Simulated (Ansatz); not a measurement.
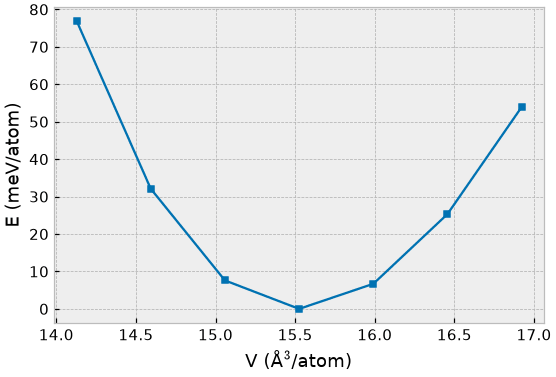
*ScPd3 in space group I4/mmm (No. 139; Pd on 2b, Pd on 4d, Sc on 2a) under volume change, DFT-PBEsol in the program Ansatz with PAW potentials, shape and atoms relaxed at each volume.*

**Question.** What does a third-order Birch–Murnaghan fit give for V₀, B₀ and B′?

**Answer.** V₀ = 15.53 Å³/atom, B₀ = 163 GPa, B′ = 4.9.

A made-up cell: these elements were put on the sites of a structure type; neither database checked (COD, Materials Project) lists it. COD files the formula under space group No. 221. Whether it is the stable phase at ambient conditions was not checked. The PBEsol relaxation kept the symmetry of its start; its stability against distortions is not shown here. The run is not spin-polarised.

Potentials: the earlier of the program's two PAW sets. The files were generated under PBE; for other functionals the program regenerates the frozen cores, and for LDA and PBEsol the local potential too.
